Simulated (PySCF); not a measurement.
# OsS3F2: other spin states, a change of charge and excitations

How does OsS3F2 respond at fixed geometry? The runs cover other spin states, a change of charge and excitations. The structure is generated, not taken from experiment.

Method: B3LYP, Os def2-SVP with ECP60, S def2-SVP, F def2-SVP; scalar-relativistic core potentials, no spin–orbit coupling; program: PySCF 2.14.0.

2 further runs of the same task are left out: 2 for a known fault of the program.

### 1 The starting structure

6 atoms, charge 0, spin multiplicity 1.

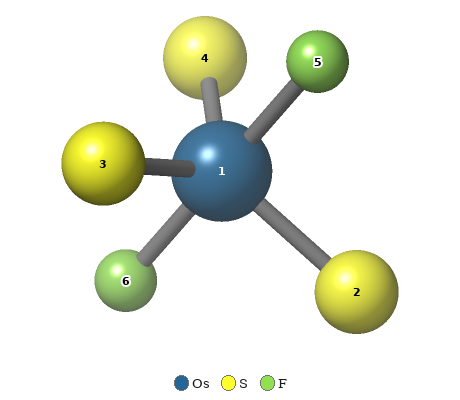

The structure; osmium blue, sulfur yellow, fluorine green; atoms are numbered from 1 in the order of the file.

Geometry (Å):

```xyz
6
F2OsS3
Os   -0.04669    0.00000    0.00000
S    -1.11343    0.00000    1.84174
S    -1.11343    0.00000   -1.84174
S     2.08184    0.00000    0.00000
F    -0.04586    1.93298    0.00000
F    -0.04586   -1.93298    0.00000
```

Formal oxidation states: Os +8. An earlier session relaxed this geometry at B3LYP, Os def2-SVP with ECP60, S def2-SVP, F def2-SVP (singlet, point group D3h).

Its energy there is -1484.530907 Eh.

### 2 Multiplicity 3 at the relaxed geometry

run.py (the lines that set the calculation)

```python
mol = gto.M(atom='''
Os    -0.04669     0.00000     0.00000
S     -1.11343     0.00000     1.84174
S     -1.11343     0.00000    -1.84174
S      2.08184     0.00000     0.00000
F     -0.04586     1.93298     0.00000
F     -0.04586    -1.93298     0.00000''',
    basis={'Os': 'def2-SVP', 'S': 'def2-SVP', 'F': 'def2-SVP'},
    ecp={'Os': 'def2-SVP'},
    charge=0, spin=2)
mf = dft.UKS(mol, xc='B3LYP')
mf.grids.atom_grid = (50, 194)
mf = mf.density_fit()  # fitting sets: Os def2-universal-JKFIT, S def2-universal-JKFIT, F def2-universal-JKFIT
mf.conv_tol = 1e-08; mf.max_cycle = 55
mf.kernel(dm0)  # dm0: free metal ions and neutral atoms
```

Started as:

```bash
$ OMP_NUM_THREADS=2 python run.py
```

What it wrote:

```text
init E= -1508.70123164082
cycle= 1 E= -1483.43683195372  delta_E= 25.3  |g|= 1.49  |ddm|= 3.07
cycle= 2 E= -1477.91832084589  delta_E= 5.52  |g|= 3.04  |ddm|= 4.41
cycle= 3 E= -1484.14135564438  delta_E= -6.22  |g|= 0.829  |ddm|= 3.72
  HOMO = -0.245245077188  LUMO = -0.230599134712  gap/eV = 0.39854
cycle= 4 E= -1483.62377943434  delta_E= 0.518  |g|= 1.07  |ddm|= 1.62
cycle= 5 E= -1484.3773475601  delta_E= -0.754  |g|= 0.409  |ddm|= 1.64
cycle= 6 E= -1484.47887439293  delta_E= -0.102  |g|= 0.171  |ddm|= 0.535
  HOMO = -0.256584436363  LUMO = -0.244137832016  gap/eV = 0.33869
cycle= 7 E= -1484.49160758939  delta_E= -0.0127  |g|= 0.0626  |ddm|= 0.137
  HOMO = -0.256488608607  LUMO = -0.241126299727  gap/eV = 0.41803
cycle= 8 E= -1484.49290658468  delta_E= -0.0013  |g|= 0.0394  |ddm|= 0.0611
  HOMO = -0.259486553049  LUMO = -0.241489702854  gap/eV = 0.48972
cycle= 9 E= -1484.49360251122  delta_E= -0.000696  |g|= 0.00775  |ddm|= 0.0391
  HOMO = -0.259294534171  LUMO = -0.240858707032  gap/eV = 0.50166
cycle= 10 E= -1484.4936184282  delta_E= -1.59e-05  |g|= 0.00714  |ddm|= 0.0122
  HOMO = -0.259450612436  LUMO = -0.240580216417  gap/eV = 0.51349
cycle= 11 E= -1484.49366259903  delta_E= -4.42e-05  |g|= 0.0035  |ddm|= 0.0127
  HOMO = -0.259488767119  LUMO = -0.240536270741  gap/eV = 0.51572
cycle= 12 E= -1484.49367782723  delta_E= -1.52e-05  |g|= 0.000934  |ddm|= 0.0103
  HOMO = -0.259511267127  LUMO = -0.240493678622  gap/eV = 0.51749
cycle= 13 E= -1484.49368328347  delta_E= -5.46e-06  |g|= 0.000806  |ddm|= 0.00713
  HOMO = -0.259557019192  LUMO = -0.240456443406  gap/eV = 0.51975
cycle= 14 E= -1484.49368911544  delta_E= -5.83e-06  |g|= 0.000679  |ddm|= 0.00954
  HOMO = -0.25966190832  LUMO = -0.240484980994  gap/eV = 0.52183
cycle= 15 E= -1484.49369601642  delta_E= -6.9e-06  |g|= 0.000379  |ddm|= 0.0174
  HOMO = -0.259667351892  LUMO = -0.240481981856  gap/eV = 0.52206
cycle= 16 E= -1484.49369745328  delta_E= -1.44e-06  |g|= 0.000211  |ddm|= 0.00703
  HOMO = -0.259675092359  LUMO = -0.24047778075  gap/eV = 0.52239
cycle= 17 E= -1484.4936978832  delta_E= -4.3e-07  |g|= 0.000208  |ddm|= 0.00388
  HOMO = -0.25967740522  LUMO = -0.240478571924  gap/eV = 0.52243
cycle= 18 E= -1484.49369798343  delta_E= -1e-07  |g|= 0.00017  |ddm|= 0.00133
  HOMO = -0.259676448955  LUMO = -0.240466544957  gap/eV = 0.52273
cycle= 19 E= -1484.49369808675  delta_E= -1.03e-07  |g|= 6.1e-05  |ddm|= 0.0024
  HOMO = -0.259673676815  LUMO = -0.240461336175  gap/eV = 0.52279
cycle= 20 E= -1484.49369809095  delta_E= -4.2e-09  |g|= 5.39e-05  |ddm|= 0.000281
  HOMO = -0.259673330813  LUMO = -0.240464231289  gap/eV = 0.52271
Extra cycle  E= -1484.49369808452  delta_E= 6.43e-09  |g|= 0.000135  |ddm|= 0.000213
converged SCF energy = -1484.49369808452  <S^2> = 2.1161582  2S+1 = 3.0764643
```

It took 7.4 s on 2 threads of Arm Neoverse V1, shared host.

Result: E = -1484.493698 Eh (+1.012 eV from the relaxed state), HOMO -7.07 eV, LUMO -6.54 eV (over both spins), ⟨S²⟩ = 2.116, Mulliken charge on Os1 +0.60 e. 

### 3 One electron removed, multiplicity 2

run.py (the lines that set the calculation), as its differences from that of step 2:

```diff
@@ -9,3 +9,3 @@
     ecp={'Os': 'def2-SVP'},
-    charge=0, spin=2)
+    charge=1, spin=1)
 mf = dft.UKS(mol, xc='B3LYP')
@@ -14,2 +14,2 @@
 mf.conv_tol = 1e-08; mf.max_cycle = 55
-mf.kernel(dm0)  # dm0: free metal ions and neutral atoms
+mf.kernel(dm0)  # dm0: the density of the relaxed state
```

Started as:

```bash
$ OMP_NUM_THREADS=2 python run.py
```

What it wrote:

```text
init E= -1484.53635327107
  HOMO = -0.297102547575  LUMO = -0.291760841109  gap/eV = 0.14536
cycle= 1 E= -1484.14161398821  delta_E= 0.395  |g|= 0.148  |ddm|= 0.756
  HOMO = -0.521637755275  LUMO = -0.484286905001  gap/eV = 1.01637
cycle= 2 E= -1484.13307588917  delta_E= 0.00854  |g|= 0.227  |ddm|= 0.553
  HOMO = -0.518452112836  LUMO = -0.46089844641  gap/eV = 1.56612
cycle= 3 E= -1484.14896489638  delta_E= -0.0159  |g|= 0.157  |ddm|= 0.363
  HOMO = -0.510543597553  LUMO = -0.45286715733  gap/eV = 1.56946
cycle= 4 E= -1484.15367574104  delta_E= -0.00471  |g|= 0.122  |ddm|= 0.205
  HOMO = -0.508967537532  LUMO = -0.450562022105  gap/eV = 1.58930
cycle= 5 E= -1484.16002410626  delta_E= -0.00635  |g|= 0.0126  |ddm|= 0.0935
  HOMO = -0.507535361472  LUMO = -0.447648091884  gap/eV = 1.62962
cycle= 6 E= -1484.16040941352  delta_E= -0.000385  |g|= 0.0049  |ddm|= 0.0499
  HOMO = -0.506217569493  LUMO = -0.4462163262  gap/eV = 1.63272
cycle= 7 E= -1484.16066848934  delta_E= -0.000259  |g|= 0.00407  |ddm|= 0.0526
  HOMO = -0.505626190993  LUMO = -0.44601661236  gap/eV = 1.62206
cycle= 8 E= -1484.16074175808  delta_E= -7.33e-05  |g|= 0.00545  |ddm|= 0.0201
  HOMO = -0.504492335592  LUMO = -0.445682236845  gap/eV = 1.60030
cycle= 9 E= -1484.160900751  delta_E= -0.000159  |g|= 0.00315  |ddm|= 0.0367
  HOMO = -0.500187848803  LUMO = -0.444649957334  gap/eV = 1.51126
cycle= 10 E= -1484.16125690583  delta_E= -0.000356  |g|= 0.00444  |ddm|= 0.132
  HOMO = -0.498259724024  LUMO = -0.444177802417  gap/eV = 1.47164
cycle= 11 E= -1484.16131078247  delta_E= -5.39e-05  |g|= 0.00382  |ddm|= 0.0567
  HOMO = -0.497808184404  LUMO = -0.444063693877  gap/eV = 1.46246
cycle= 12 E= -1484.1613179609  delta_E= -7.18e-06  |g|= 0.00124  |ddm|= 0.0135
  HOMO = -0.498387934618  LUMO = -0.444192903788  gap/eV = 1.47472
cycle= 13 E= -1484.16131672901  delta_E= 1.23e-06  |g|= 0.00116  |ddm|= 0.0175
  HOMO = -0.497912415589  LUMO = -0.444095578581  gap/eV = 1.46443
cycle= 14 E= -1484.16131921729  delta_E= -2.49e-06  |g|= 0.000201  |ddm|= 0.0143
  HOMO = -0.497945540982  LUMO = -0.444102412384  gap/eV = 1.46515
cycle= 15 E= -1484.16131927802  delta_E= -6.07e-08  |g|= 0.000151  |ddm|= 0.00111
  HOMO = -0.497992072186  LUMO = -0.444109693753  gap/eV = 1.46621
cycle= 16 E= -1484.16131930158  delta_E= -2.36e-08  |g|= 3.19e-05  |ddm|= 0.00146
  HOMO = -0.497976456542  LUMO = -0.444107048255  gap/eV = 1.46586
cycle= 17 E= -1484.16131930461  delta_E= -3.04e-09  |g|= 6.36e-06  |ddm|= 0.000498
  HOMO = -0.497975589392  LUMO = -0.444105692471  gap/eV = 1.46587
Extra cycle  E= -1484.16131930458  delta_E= 2.68e-11  |g|= 1.65e-05  |ddm|= 3.14e-05
converged SCF energy = -1484.16131930458  <S^2> = 0.98889715  2S+1 = 2.2261151
```

Wall time 6 s (2 threads of Arm Neoverse V1, shared host).

It gives: E = -1484.161319 Eh (+10.057 eV from the relaxed state), HOMO -13.55 eV, LUMO -12.08 eV (over both spins), ⟨S²⟩ = 0.989, Mulliken charge on Os1 +0.69 e. 

### 4 One electron added, multiplicity 2

run.py (the lines that set the calculation), as its differences from that of step 3:

```diff
@@ -9,3 +9,3 @@
     ecp={'Os': 'def2-SVP'},
-    charge=1, spin=1)
+    charge=-1, spin=1)
 mf = dft.UKS(mol, xc='B3LYP')
```

Started as:

```bash
$ OMP_NUM_THREADS=2 python run.py
```

What it wrote:

```text
init E= -1484.53609394616
  HOMO = -0.203353747945  LUMO = -0.198348091886  gap/eV = 0.13621
cycle= 1 E= -1484.61702701604  delta_E= -0.0809  |g|= 0.27  |ddm|= 0.987
  HOMO = 0.0349330930493  LUMO = 0.0812793061127  gap/eV = 1.26114
cycle= 2 E= -1484.25923628042  delta_E= 0.358  |g|= 0.889  |ddm|= 1.07
  HOMO = -0.0335494736965  LUMO = 0.0170855957232  gap/eV = 1.37785
cycle= 3 E= -1484.63820461429  delta_E= -0.379  |g|= 0.186  |ddm|= 0.831
  HOMO = -0.0497102417438  LUMO = 0.018357586328  gap/eV = 1.85222
cycle= 4 E= -1484.64588411227  delta_E= -0.00768  |g|= 0.132  |ddm|= 0.335
  HOMO = -0.0519555630669  LUMO = 0.00957797693286  gap/eV = 1.67441
cycle= 5 E= -1484.65823807975  delta_E= -0.0124  |g|= 0.0183  |ddm|= 0.178
  HOMO = -0.0526342086093  LUMO = 0.0105832896564  gap/eV = 1.72024
cycle= 6 E= -1484.65843527126  delta_E= -0.000197  |g|= 0.0171  |ddm|= 0.0406
  HOMO = -0.0530048645733  LUMO = 0.0108172069827  gap/eV = 1.73669
cycle= 7 E= -1484.65861439261  delta_E= -0.000179  |g|= 0.00436  |ddm|= 0.0225
  HOMO = -0.0534912298422  LUMO = 0.0109029617492  gap/eV = 1.75226
cycle= 8 E= -1484.65870031916  delta_E= -8.59e-05  |g|= 0.00399  |ddm|= 0.0273
  HOMO = -0.0538222250965  LUMO = 0.0110924924792  gap/eV = 1.76642
cycle= 9 E= -1484.65875679328  delta_E= -5.65e-05  |g|= 0.00223  |ddm|= 0.0289
  HOMO = -0.0539378706785  LUMO = 0.0112749389698  gap/eV = 1.77453
cycle= 10 E= -1484.65877076304  delta_E= -1.4e-05  |g|= 0.00135  |ddm|= 0.0153
  HOMO = -0.0538837309007  LUMO = 0.011369607454  gap/eV = 1.77563
cycle= 11 E= -1484.65877508488  delta_E= -4.32e-06  |g|= 0.000572  |ddm|= 0.00661
  HOMO = -0.0538107370176  LUMO = 0.0114859881998  gap/eV = 1.77681
cycle= 12 E= -1484.65877713712  delta_E= -2.05e-06  |g|= 0.000441  |ddm|= 0.00551
  HOMO = -0.0538397790106  LUMO = 0.0114638086107  gap/eV = 1.77700
cycle= 13 E= -1484.65877724917  delta_E= -1.12e-07  |g|= 0.000354  |ddm|= 0.000738
  HOMO = -0.0538321443335  LUMO = 0.0115345204592  gap/eV = 1.77872
cycle= 14 E= -1484.65877805973  delta_E= -8.11e-07  |g|= 0.000313  |ddm|= 0.00472
  HOMO = -0.05380168145  LUMO = 0.0115812866353  gap/eV = 1.77916
cycle= 15 E= -1484.65877819104  delta_E= -1.31e-07  |g|= 6.92e-05  |ddm|= 0.00199
  HOMO = -0.0538011439001  LUMO = 0.0115778425627  gap/eV = 1.77905
cycle= 16 E= -1484.65877820019  delta_E= -9.15e-09  |g|= 1.02e-05  |ddm|= 0.000404
  HOMO = -0.0537976101326  LUMO = 0.0115802799803  gap/eV = 1.77902
Extra cycle  E= -1484.65877819999  delta_E= 1.99e-10  |g|= 2.87e-05  |ddm|= 4.33e-05
converged SCF energy = -1484.65877819999  <S^2> = 0.83584275  2S+1 = 2.0840756
```

Wall time 5.8 s (2 threads of Arm Neoverse V1, shared host).

Result: E = -1484.658778 Eh (-3.480 eV from the relaxed state), HOMO -1.46 eV, LUMO 0.15 eV (over both spins), ⟨S²⟩ = 0.836, Mulliken charge on Os1 +0.56 e. 

### 5 Singlet excitations, Tamm-Dancoff CAM-B3LYP

run.py (the lines that set the calculation), as its differences from that of step 4:

```diff
@@ -9,4 +9,4 @@
     ecp={'Os': 'def2-SVP'},
-    charge=-1, spin=1)
-mf = dft.UKS(mol, xc='B3LYP')
+    charge=0, spin=0)
+mf = dft.RKS(mol, xc='CAMB3LYP')
 mf.grids.atom_grid = (50, 194)
```

Started as:

```bash
$ OMP_NUM_THREADS=2 python run.py
```

What it wrote:

```text
init E= -1484.34002291987
  HOMO = -0.343003172988827  LUMO = -0.15709074150602  gap/eV = 5.05893
cycle= 1 E= -1484.34040871596  delta_E= -0.000386  |g|=  0.1  |ddm|= 0.15
  HOMO = -0.347551965986237  LUMO = -0.175243982652366  gap/eV = 4.68874
cycle= 2 E= -1484.32091130083  delta_E= 0.0195  |g|= 0.323  |ddm|= 0.299
  HOMO = -0.346947008527155  LUMO = -0.162844906821276  gap/eV = 5.00967
cycle= 3 E= -1484.34237824842  delta_E= -0.0215  |g|= 0.0175  |ddm|= 0.237
  HOMO = -0.346406256989992  LUMO = -0.162703680237587  gap/eV = 4.99880
cycle= 4 E= -1484.34245117216  delta_E= -7.29e-05  |g|= 0.00632  |ddm|= 0.0186
  HOMO = -0.346494249028875  LUMO = -0.162586754571027  gap/eV = 5.00438
cycle= 5 E= -1484.34246255905  delta_E= -1.14e-05  |g|= 0.00179  |ddm|= 0.00744
  HOMO = -0.346775550130243  LUMO = -0.162667857458672  gap/eV = 5.00983
cycle= 6 E= -1484.3424657104  delta_E= -3.15e-06  |g|= 0.00102  |ddm|= 0.00641
  HOMO = -0.346826125738268  LUMO = -0.162638719247591  gap/eV = 5.01199
cycle= 7 E= -1484.34246616156  delta_E= -4.51e-07  |g|= 0.000241  |ddm|= 0.00267
  HOMO = -0.346830603954759  LUMO = -0.16262742282853  gap/eV = 5.01242
cycle= 8 E= -1484.34246617961  delta_E= -1.81e-08  |g|= 7.22e-05  |ddm|= 0.000346
  HOMO = -0.34683618413574  LUMO = -0.162629730327993  gap/eV = 5.01251
cycle= 9 E= -1484.34246618182  delta_E= -2.2e-09  |g|= 1.08e-05  |ddm|= 0.000148
  HOMO = -0.346834635211142  LUMO = -0.162627593893832  gap/eV = 5.01253
Extra cycle  E= -1484.34246618181  delta_E= 9.78e-12  |g|= 1.74e-05  |ddm|= 2.91e-05
converged SCF energy = -1484.34246618181
```

Run time: 62 s. Hardware: 2 threads of Arm Neoverse V1, shared host.

Read off: E = -1484.342466 Eh, HOMO -9.44 eV, LUMO -4.43 eV, Mulliken charge on Os1 +0.66 e. 

Singlet excitations:

```
state  energy (eV)  oscillator strength
    1         1.36               0.0000
    2         1.36               0.0000
    3         2.13               0.0000
    4         2.19               0.0000
    5         2.21               0.0058
    6         2.22               0.0059
    7         2.39               0.0154
    8         2.39               0.0157
```

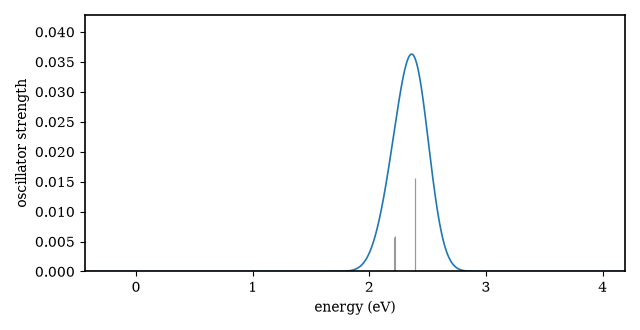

Absorption from the eight lowest singlets. Lines are broadened to a width of 0.30 eV (Gaussian).

### 6 The states side by side

| state | energy from the relaxed state (eV) | ⟨S²⟩ | time |
| --- | --- | --- | --- |
| charge 0, singlet, vacuum (relaxed) | 0 | 0.00 |  |
| charge -1, doublet, vacuum | -3.48 | 0.84 | 5.8 s |
| charge 0, triplet, vacuum | 1.01 | 2.12 | 7.4 s |
| charge +1, doublet, vacuum | 10.06 | 0.99 | 6 s |

An electron taken off or put on is at rest in vacuum. 

In the excitation run (CAM-B3LYP), the lowest singlet lies at 1.36 eV (gaps between orbitals at other levels can't be set against it), and the brightest of the eight at 2.39 eV (f = 0.016); spin–orbit coupling would mix in triplets. Removing an electron vertically costs 10.06 eV (doublet), against −HOMO = 8.01 eV. Adding an electron vertically releases 3.48 eV (doublet). The triplet lies 1.01 eV above at this geometry. These are double-zeta-type bases without diffuse functions. Spin–orbit coupling is left out.
